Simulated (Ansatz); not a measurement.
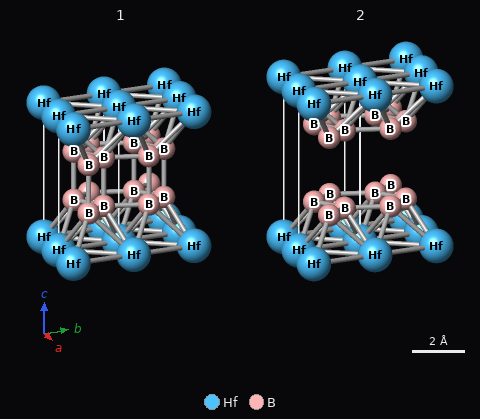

Two geometries of solid HfB$_{4}$ (a generated structure, set up in P6/mmm) (coarse preliminary run), drawn at one scale. One is the start of a relaxation, the other its converged end. Style: ball-and-stick. Shown: the cell of the calculation, repeated 2 × 2 × 1 with one cell outlined, slightly off an axis.

Theory: DFT PBE+D3(BJ), scalar-relativistic, plane waves, PAW (Ansatz). Set-up: plane-wave cutoff 420 eV; k-point mesh 6 × 6 × 4; occupations gaussian; smearing width 0.1 eV; no spin polarisation; cell and atoms relaxed; force threshold 0.04 eV/Å; at most 70 steps.

Which geometry has the lower energy?

Answer. Structure 1 is the relaxed one. The largest moves relative to the cell, 0.33 Å, are those of B atoms. Hf stays in place. The volume changes by −18.5 %, with a = b 3.138 → 3.092 Å (−1.5 %), c 6.299 → 5.286 Å (−16.1 %). Among the contacts that change: B–B 3.060 → 1.908 Å, Hf–Hf 3.138 → 3.092 Å, B–Hf 2.430 → 2.458 Å, B–B 1.812 → 1.785 Å. Bond angles that change, for instance: Hf–B–Hf 80.4° → 78.0°. The space group stays P6/mmm (No. 191). After 7 accepted moves (10 points after the start) the energy has fallen by 362 meV per atom. The largest force component goes from 0.69 to 0.00036 eV/Å. Pressure: −5.57 GPa at the start and −0.03 GPa at the end. The line search rejected the trial step at point 4 of the run. At 2 points the geometry stayed and the basis and grid were re-selected for the new cell (energy shift of 1.0 meV per atom at most each time).
